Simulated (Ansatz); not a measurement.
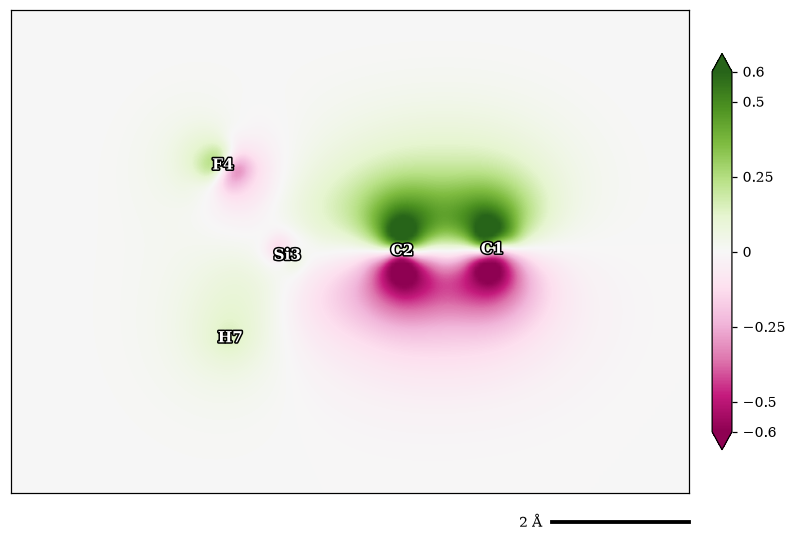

Figure. C2H3FSi (SMILES C=C=[SiH]F). The HOMO−1 on the plane of atoms C2, Si3 and F4 (values in Å⁻³ᐟ²; the overall sign is arbitrary).

Theory: RKS r2SCAN-D4/def2-SVP in Ansatz.

```xyz
7

C    -1.0120    1.1836   -0.0284
C    -0.1507    0.1850   -0.0222
Si    0.9680   -1.0633    0.0475
F     0.5563   -2.6284   -0.0422
H    -1.3428    1.6685   -0.9609
H    -1.4502    1.5909    0.8969
H     2.4313   -0.9363    0.1092
```

Q: Describe this orbital and give its energy.

A: It lies mainly on C2 (about 45 %) and C1 (about 40 %); π-bonding across C2–C1. Its energy is −7.43 eV.
